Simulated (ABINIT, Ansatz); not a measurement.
# KHF2 (I4/mcm): one start, several treatments of the self-energy

Aim: compare treatments of exchange, screening and correlation for the gap of KHF2 (I4/mcm).

Calculated with ABINIT 10.8.3; PBEsol and many-body steps on it, plane waves.

### 1. The structure

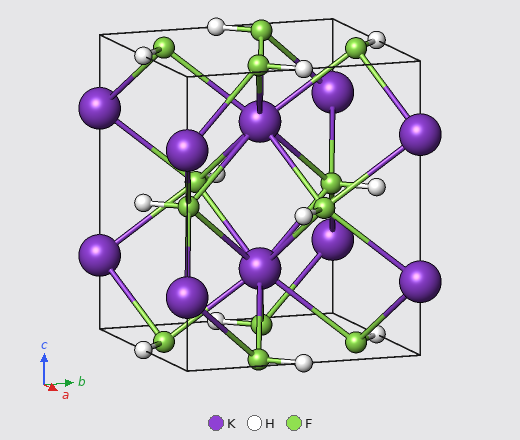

Start, viewed slightly off an axis; potassium purple, hydrogen white, fluorine green. This picture shows the conventional cell, with its axes. Some periodic images of atoms are drawn too.

The cell and positions come from the Crystallography Open Database and are kept as given unless a step says otherwise.

### 2. Empty states on the mesh, 2×2×2 mesh, 221 bands

This step: ABINIT 10.8.3; DFT, PBEsol, plane waves, norm-conserving pseudopotentials.

The sums over transitions need many empty states on a uniform mesh; this step solves for them.

The input, run.abi:

```
acell 3*1.0 Angstrom
rprim 
  -2.835000000000 2.835000000000 3.405000000000
  2.835000000000 -2.835000000000 3.405000000000
  2.835000000000 2.835000000000 -3.405000000000
ntypat 3
znucl 19 1 9
natom 8
typat 1 1 2 2 3 3 3 3
xred 
  0.250000000000 0.250000000000 -0.000000000000
  0.750000000000 0.750000000000 -0.000000000000
  0.500000000000 -0.000000000000 0.500000000000
  0.000000000000 0.500000000000 0.500000000000
  0.640800000000 0.140800000000 0.781600000000
  0.140800000000 0.359200000000 0.500000000000
  0.359200000000 0.859200000000 0.218400000000
  0.859200000000 0.640800000000 0.500000000000
pp_dirpath "pseudos"
pseudos "K.upf, H.upf, F.upf"
ecut 36
ngkpt 2 2 2
nshiftk 1
shiftk 0 0 0
kptopt 1
chksymbreak 0
iscf -2
irdden 1
istwfk *1
nband 221
nbdbuf 20
tolwfr 1e-09
nstep 60
prtvol 0
indata_prefix "in"
outdata_prefix "out"
tmpdata_prefix "tmp"
```

Command:

```bash
$ OMP_NUM_THREADS=1 mpirun -n 4 abinit run.abi > log
```

Numbers of over 12 decimals in the logs are rounded to 6 here.

The program printed:

```text
.Version 10.8.3 of ABINIT. v10.8.2 released Aug 2026.

 Symmetries : space group I4/m c m (#140); Bravais tI (body-center tetrag.)
[... echo of the input left out ...]
== DATASET  1 ==================================================================
-   mpi_nproc: 4, omp_nthreads: 1 (-1 if OMP is not activated)

--- !DatasetInfo
iteration_state: {dtset: 1, }
dimensions: {natom: 8, nkpt: 4, mband: 221, nsppol: 1, nspinor: 1, nspden: 1, mpw: 7677, }
cutoff_energies: {ecut:  36.0, pawecutdg:  -1.0, }
[...]
2.86027    2.86292    2.86292    2.89376    2.91581    2.93817    2.93914    2.95599
   2.96262    2.96263    2.96346    2.96397    2.96397    2.98585    2.98804    2.99295
   2.99295    3.02900    3.03538    3.03707    3.07043
 prteigrs : prtvol=0 or 1, do not print more k-points.

== END DATASET(S) ==============================================================
================================================================================

 -outvars: echo values of variables after computation  --------
            nband         221
             nkpt           4
          spgroup         140
 [... the other variables as echoed above ...]

 Calculation completed.
```

Run time: 86 s. Hardware: 4 MPI ranks of Intel Xeon Platinum 8488C (Sapphire Rapids), shared host; peak memory 0.53 GiB.

Numbers from this step:

* gap: 7.017 eV
* k of the valence top: 0.5, 0.5, 0.5
* k of the conduction bottom: 0, 0, 0
* least direct gap: 7.072 eV
* k points computed: 4
* lowest point of the top converged band, above the valence top: 76.3078 eV

On this mesh the gap is 7.017 eV.

The density comes from a self-consistent run that is not shown.

### 3. Screening, 2×2×2 mesh, 96 bands, screening to 114.3 eV

The RPA dielectric matrix is built and inverted for each q.

This step: RPA screening on PBEsol, plane waves, norm-conserving pseudopotentials.

Changes to run.abi since step 2:

```diff
@@ -26,10 +26,11 @@
 chksymbreak 0
-iscf -2
-irdden 1
 istwfk *1
-nband 221
-nbdbuf 20
-tolwfr 1e-09
-nstep 60
-prtvol 0
+occopt 1
+irdwfk 1
+optdriver 3
+nband 96
+ecuteps 4.2
+inclvkb 2
+awtr 1
+symchi 1
 indata_prefix "in"
```

The program printed:

```text
.Version 10.8.3 of ABINIT. v10.8.2 released Aug 2026.

 Symmetries : space group I4/m c m (#140); Bravais tI (body-center tetrag.)
[... echo of the input left out ...]
== DATASET  1 ==================================================================
-   mpi_nproc: 4, omp_nthreads: 1 (-1 if OMP is not activated)

--- !DatasetInfo
iteration_state: {dtset: 1, }
dimensions: {natom: 8, nkpt: 4, mband: 96, nsppol: 1, nspinor: 1, nspden: 1, mpw: 7677, }
cutoff_energies: {ecut:  36.0, pawecutdg:  -1.0, }
electrons: {nelect:   4.80000000E+01, charge:   0.00000000E+00, occopt:   1.00000000E+00, tsmear:   1.00000000E-02, }

 SCREENING: Calculation of the susceptibility and dielectric matrices

 Based on a program developped by R.W. Godby, V. Olevano, G. Onida, and L. Reining.
 Incorporated in ABINIT by V. Olevano, G.-M. Rignanese, and M. Torrent.
.Using double precision arithmetic ; gwpc =  8

[... cell and pseudopotentials left out ...]
--------------------------------------------------------------------------------

 ==== K-mesh for the wavefunctions ====
 Number of points in the irreducible wedge :     4
[... list of points left out ...]
 Together with 16 symmetry operations and time-reversal symmetry
 yields     8 points in the full Brillouin Zone.

 ==== Q-mesh for the screening function ====
 Number of points in the irreducible wedge :     4
[... list of points left out ...]
 Together with 16 symmetry operations and time-reversal symmetry
 yields     8 points in the full Brillouin Zone.

 setmesh: FFT mesh size selected  =    36x   36x   36
          total number of points  =        46656

 vcoul_init : cutoff-mode = AUXILIARY_FUNCTION
 q-points for optical limit:   1
     1)      0.000010    0.000020    0.000030

- screening: taking advantage of time-reversal symmetry
- Maximum band index for partially occupied states nbvw = 24
- Remaining bands to be divided among processors   nbcw = 72
- Number of bands treated by each node ~18

 Number of electrons calculated from density =   48.0000; Expected =   48.0000
 average of density, n =  0.064977
 r_s =    1.5431
 omega_plasma =   24.5887 [eV]

 calculating chi0 at frequencies [eV] :
  1    0.000000E+00    0.000000E+00
  2    0.000000E+00    2.458874E+01

--------------------------------------------------------------------------------
  q-point number  1        q = ( 0.000000, 0.000000, 0.000000) [r.l.u.]
--------------------------------------------------------------------------------
[... chi0 elements left out ...]
 For q-point:  0.000010 0.000020 0.000030
  dielectric constant =   1.8414
  dielectric constant without local fields =   1.9948

  Average fulfillment of the sum rule on Im[epsilon] for q-point    1 :     39.22  [%]
[... wings left out ...]
  q-point number  2        q = ( 0.500000, 0.000000, 0.000000) [r.l.u.]
--------------------------------------------------------------------------------
[... chi0 elements left out ...]
  Average fulfillment of the sum rule on Im[epsilon] for q-point    2 :     45.25  [%]

 [... 2 further q-points ...]
```

Wall time 23 s (4 MPI ranks); peak memory 1.1 GiB.

Numbers from this step:

* ε∞ with local fields, on this mesh, along the program's q direction: 1.841
* the same without local fields: 1.995
* plasma frequency: 24.59 eV
* plane waves in the screening matrix: 305

Local fields lower ε∞ by 8 %. On a Γ-centred mesh this coarse the value itself is usually too large, while a short band sum pulls it down.

### 4. G0W0, Godby-Needs plasmon pole

The self-energy is evaluated for the states that the input lists, and the levels follow from it, in one-shot runs by the linearised quasiparticle equation.

This step: G0W0 on PBEsol, plane waves, norm-conserving pseudopotentials.

Changes to run.abi since step 3:

```diff
@@ -29,8 +29,17 @@
 irdwfk 1
-optdriver 3
+optdriver 4
 nband 96
+gwcalctyp 0
+ecutsigx 36
+symsigma 1
+nkptgw 2
+kptgw 
+  0.5000000000 0.5000000000 0.5000000000
+  0.0000000000 0.0000000000 0.0000000000
+bdgw 
+  22 26
+  22 26
 ecuteps 4.2
-inclvkb 2
-awtr 1
-symchi 1
+irdscr 1
+ppmodel 1
 indata_prefix "in"
```

The program printed:

```text
.Version 10.8.3 of ABINIT. v10.8.2 released Aug 2026.

 Symmetries : space group I4/m c m (#140); Bravais tI (body-center tetrag.)
[... echo of the input left out ...]
== DATASET  1 ==================================================================
-   mpi_nproc: 4, omp_nthreads: 1 (-1 if OMP is not activated)

--- !DatasetInfo
iteration_state: {dtset: 1, }
dimensions: {natom: 8, nkpt: 4, mband: 96, nsppol: 1, nspinor: 1, nspden: 1, mpw: 7677, }
cutoff_energies: {ecut:  36.0, pawecutdg:  -1.0, }
electrons: {nelect:   4.80000000E+01, charge:   0.00000000E+00, occopt:   1.00000000E+00, tsmear:   1.00000000E-02, }

 SIGMA: Calculation of the GW corrections

 Based on a program developped by R.W. Godby, V. Olevano, G. Onida, and L. Reining.
 Incorporated in ABINIT by V. Olevano, G.-M. Rignanese, and M. Torrent.
.Using double precision arithmetic ; gwpc =  8

[... cell and pseudopotentials left out ...]
--------------------------------------------------------------------------------

 ==== K-mesh for the wavefunctions ====
 Number of points in the irreducible wedge :     4
[... list of points left out ...]
 Together with 16 symmetry operations and time-reversal symmetry
 yields     8 points in the full Brillouin Zone.

 ==== Q-mesh for screening function ====
 Number of points in the irreducible wedge :     4
[... list of points left out ...]
 Together with 16 symmetry operations and time-reversal symmetry
 yields     8 points in the full Brillouin Zone.

 vcoul_init : cutoff-mode = AUXILIARY_FUNCTION
 q-points for optical limit:   1
     1)      0.000010    0.000020    0.000030
 setmesh: FFT mesh size selected  =    60x   60x   60
          total number of points  =       216000

 Number of electrons calculated from density =   48.0000; Expected =   48.0000
 average of density, n =  0.064977
 r_s =    1.5431
 omega_plasma =   24.5887 [eV]

 === KS Band Gaps ===
  >>>> For spin  1
   Minimum direct gap =   7.0720 [eV], located at k-point      :   0.0000  0.0000  0.0000
   Fundamental gap    =   7.0173 [eV], Top of valence bands at :   0.5000  0.5000  0.5000
                                       Bottom of conduction at :   0.0000  0.0000  0.0000
 SIGMA fundamental parameters:
 PLASMON POLE MODEL  1
 number of plane-waves for SigmaX                 7677
 number of plane-waves for SigmaC and W            305
 number of plane-waves for wavefunctions          7677
 number of bands                                    96
 number of independent spin polarizations            1
 number of spinorial components                      1
 number of k-points in IBZ                           4
 number of q-points in IBZ                           4
 number of symmetry operations                      16
 number of k-points in BZ                            8
 number of q-points in BZ                            8
 number of frequencies for dSigma/dE                 9
 frequency step for dSigma/dE [eV]                0.25
 number of omega for Sigma on real axis              0
 max omega for Sigma on real axis  [eV]           0.00
 zcut for avoiding poles [eV]                     0.10

 EPSILON^-1 parameters (SCR file):
 dimension of the eps^-1 matrix on file            305
 dimension of the eps^-1 matrix used               305
 number of plane-waves for wavefunctions          7677
 number of bands                                    96
 number of q-points in IBZ                           4
 number of frequencies                               2
 number of real frequencies                          1
 number of imag frequencies                          1

 matrix elements of self-energy operator (all in [eV])

 Perturbative Calculation

--- !SelfEnergy_ee
iteration_state: {dtset: 1, }
kpoint     : [   0.500,    0.500,    0.500, ]
spin       : 1
KS_gap     :    9.533
QP_gap     :   14.129
Delta_QP_KS:    4.596
data: !SigmaeeData |
     Band     E0 <VxcDFT>   SigX SigC(E0)      Z dSigC/dE  Sig(E)    E-E0       E
       22  -1.662 -22.718 -29.585   4.471   0.833  -0.200 -24.715  -1.997  -3.659
       23  -1.662 -22.718 -29.585   4.471   0.833  -0.200 -24.715  -1.997  -3.659
       24  -1.443 -22.344 -29.830   4.844   0.827  -0.209 -24.529  -2.185  -3.628
       25   8.090  -9.278  -4.422  -2.202   0.908  -0.101  -6.867   2.411  10.501
       26   8.690 -11.234  -6.628  -1.965   0.896  -0.116  -8.867   2.367  11.057

--- !SelfEnergy_ee
iteration_state: {dtset: 1, }
kpoint     : [   0.000,    0.000,    0.000, ]
spin       : 1
KS_gap     :    7.072
QP_gap     :   11.007
Delta_QP_KS:    3.935
data: !SigmaeeData |
     Band     E0 <VxcDFT>   SigX SigC(E0)      Z dSigC/dE  Sig(E)    E-E0       E
       22  -1.608 -22.775 -29.709   4.524   0.833  -0.201 -24.782  -2.007  -3.615
       23  -1.608 -22.775 -29.709   4.524   0.833  -0.201 -24.782  -2.007  -3.615
       24  -1.498 -22.194 -29.667   4.822   0.828  -0.208 -24.389  -2.195  -3.692
       25   5.574  -8.571  -4.337  -2.320   0.910  -0.099  -6.830   1.741   7.315
       26   8.373 -10.112  -4.589  -2.302   0.906  -0.104  -7.195   2.918  11.290

== END DATASET(S) ==============================================================
================================================================================

 -outvars: echo values of variables after computation  --------
           etotal      0.0000000000E+00
            nband          96
             nkpt           4
          spgroup         140
 [... the other variables as echoed above ...]

 Calculation completed.
```

Wall time 8.3 s (4 MPI ranks); peak memory 0.83 GiB.

This step gave:

```
G0W0 gap on the points computed              : 10.93 eV
starting gap on the mesh                     : 7.017 eV
k of the valence top                         : 0, 0, 0
k of the conduction bottom                   : 0, 0, 0
Z at the valence top                         : 0.833
Z at the conduction bottom                   : 0.91
least direct G0W0 gap on the computed points : 10.93 eV
```

The gap on the mesh goes from 7.02 eV to 10.93 eV, a correction of +3.91 eV.

### 5. G0W0, Hybertsen-Louie plasmon pole

Changes to run.abi since step 4:

```diff
@@ -43,3 +43,3 @@
 irdscr 1
-ppmodel 1
+ppmodel 2
 indata_prefix "in"
```

The program printed:

```text
.Version 10.8.3 of ABINIT. v10.8.2 released Aug 2026.

 Symmetries : space group I4/m c m (#140); Bravais tI (body-center tetrag.)
[... echo of the input left out ...]
== DATASET  1 ==================================================================
-   mpi_nproc: 4, omp_nthreads: 1 (-1 if OMP is not activated)

--- !DatasetInfo
iteration_state: {dtset: 1, }
dimensions: {natom: 8, nkpt: 4, mband: 96, nsppol: 1, nspinor: 1, nspden: 1, mpw: 7677, }
cutoff_energies: {ecut:  36.0, pawecutdg:  -1.0, }
electrons: {nelect:   4.80000000E+01, charge:   0.00000000E+00, occopt:   1.00000000E+00, tsmear:   1.00000000E-02, }

 SIGMA: Calculation of the GW corrections

 Based on a program developped by R.W. Godby, V. Olevano, G. Onida, and L. Reining.
 Incorporated in ABINIT by V. Olevano, G.-M. Rignanese, and M. Torrent.
.Using double precision arithmetic ; gwpc =  8

[... cell and pseudopotentials left out ...]
--------------------------------------------------------------------------------

 ==== K-mesh for the wavefunctions ====
 Number of points in the irreducible wedge :     4
[... list of points left out ...]
 Together with 16 symmetry operations and time-reversal symmetry
 yields     8 points in the full Brillouin Zone.

 ==== Q-mesh for screening function ====
 Number of points in the irreducible wedge :     4
[... list of points left out ...]
 Together with 16 symmetry operations and time-reversal symmetry
 yields     8 points in the full Brillouin Zone.

 vcoul_init : cutoff-mode = AUXILIARY_FUNCTION
 q-points for optical limit:   1
     1)      0.000010    0.000020    0.000030
 setmesh: FFT mesh size selected  =    60x   60x   60
          total number of points  =       216000

 Number of electrons calculated from density =   48.0000; Expected =   48.0000
[...]
number of omega for Sigma on real axis              0
 max omega for Sigma on real axis  [eV]           0.00
 zcut for avoiding poles [eV]                     0.10

 EPSILON^-1 parameters (SCR file):
 dimension of the eps^-1 matrix on file            305
 dimension of the eps^-1 matrix used               305
 number of plane-waves for wavefunctions          7677
 number of bands                                    96
 number of q-points in IBZ                           4
 number of frequencies                               2
 number of real frequencies                          1
 number of imag frequencies                          1

 matrix elements of self-energy operator (all in [eV])

 Perturbative Calculation

--- !SelfEnergy_ee
iteration_state: {dtset: 1, }
kpoint     : [   0.500,    0.500,    0.500, ]
spin       : 1
KS_gap     :    9.533
QP_gap     :   14.933
Delta_QP_KS:    5.400
data: !SigmaeeData |
     Band     E0 <VxcDFT>   SigX SigC(E0)      Z dSigC/dE  Sig(E)    E-E0       E
       22  -1.662 -22.718 -29.585   3.896   0.905  -0.106 -25.405  -2.687  -4.349
       23  -1.662 -22.718 -29.585   3.896   0.905  -0.106 -25.405  -2.687  -4.349
       24  -1.443 -22.344 -29.830   4.086   0.903  -0.108 -25.414  -3.070  -4.513
[...]
--- !SelfEnergy_ee
iteration_state: {dtset: 1, }
kpoint     : [   0.000,    0.000,    0.000, ]
spin       : 1
KS_gap     :    7.072
QP_gap     :   11.783
Delta_QP_KS:    4.711
data: !SigmaeeData |
     Band     E0 <VxcDFT>   SigX SigC(E0)      Z dSigC/dE  Sig(E)    E-E0       E
[...]
25   5.574  -8.571  -4.337  -2.488   0.935  -0.069  -6.938   1.633   7.207
       26   8.373 -10.112  -4.589  -2.457   0.930  -0.075  -7.261   2.852  11.224

== END DATASET(S) ==============================================================
================================================================================

 -outvars: echo values of variables after computation  --------
           etotal      0.0000000000E+00
            nband          96
             nkpt           4
          spgroup         140
 [... the other variables as echoed above ...]

 Calculation completed.
```

It took 7.9 s on 4 MPI ranks; peak memory 0.82 GiB; 31 s of CPU time.

This step gave:

| Quantity | Value |
| --- | --- |
| G0W0 gap on the points computed | 11.53 eV |
| starting gap on the mesh | 7.017 eV |
| k of the valence top | 0, 0, 0 |
| k of the conduction bottom | 0, 0, 0 |
| Z at the valence top | 0.904 |
| Z at the conduction bottom | 0.935 |
| least direct G0W0 gap on the computed points | 11.53 eV |

Against G0W0 in ABINIT (2×2×2 mesh, 96 bands, screening to 114.3 eV, Godby-Needs plasmon pole), the gap moves by +0.603 eV.

### 6. G0W0, Engel-Farid plasmon pole

Changes to run.abi since step 5:

```diff
@@ -43,3 +43,3 @@
 irdscr 1
-ppmodel 2
+ppmodel 4
 indata_prefix "in"
```

The program printed:

```text
.Version 10.8.3 of ABINIT. v10.8.2 released Aug 2026.

 Symmetries : space group I4/m c m (#140); Bravais tI (body-center tetrag.)
[... echo of the input left out ...]
== DATASET  1 ==================================================================
-   mpi_nproc: 4, omp_nthreads: 1 (-1 if OMP is not activated)

--- !DatasetInfo
iteration_state: {dtset: 1, }
dimensions: {natom: 8, nkpt: 4, mband: 96, nsppol: 1, nspinor: 1, nspden: 1, mpw: 7677, }
cutoff_energies: {ecut:  36.0, pawecutdg:  -1.0, }
[...]
Band     E0 <VxcDFT>   SigX SigC(E0)      Z dSigC/dE  Sig(E)    E-E0       E
[...]
25   5.574  -8.571  -4.337  -2.386   0.918  -0.089  -6.874   1.697   7.271
       26   8.373 -10.112  -4.589  -2.331   0.915  -0.093  -7.191   2.921  11.294

== END DATASET(S) ==============================================================
================================================================================

 -outvars: echo values of variables after computation  --------
           etotal      0.0000000000E+00
            nband          96
             nkpt           4
          spgroup         140
 [... the other variables as echoed above ...]

 Calculation completed.
```

Wall time 6.2 s (4 MPI ranks); peak memory 0.8 GiB.

Numbers from this step:

```
G0W0 gap on the points computed              : 10.90 eV
starting gap on the mesh                     : 7.017 eV
k of the valence top                         : 0, 0, 0
k of the conduction bottom                   : 0, 0, 0
least direct G0W0 gap on the computed points : 10.90 eV
```

Against G0W0 in ABINIT (2×2×2 mesh, 96 bands, screening to 114.3 eV, Godby-Needs plasmon pole), the gap moves by −0.031 eV.

(Continued in part 2 of 2.)

[Paths, hosts, dates, memory and timing lines, banners, echoed tables and standing remarks are left out of the program output.]

[Logs are printed without paths, hosts, clocks, repeated set-up lines and the standing remarks that a program may print on its own settings, such as how far it seeks lower states.]

[Runs of the session that timed out or met a known fault of the program may be left out.]

[Hosts, paths, dates, database ids (printed as entryN), source tags and the programs' standing remarks are cut or masked in the printed files.]

[G0W0 gaps are taken among the corrected bands and points alone; a level outside them can change the order at an edge.]

[Where Ansatz stands beside ABINIT at settings called matched, ABINIT's density can come from a denser mesh and the files from another edition; pairs whose starting gaps differed by over 0.03 eV were left out, so agreement reads better than it is.]
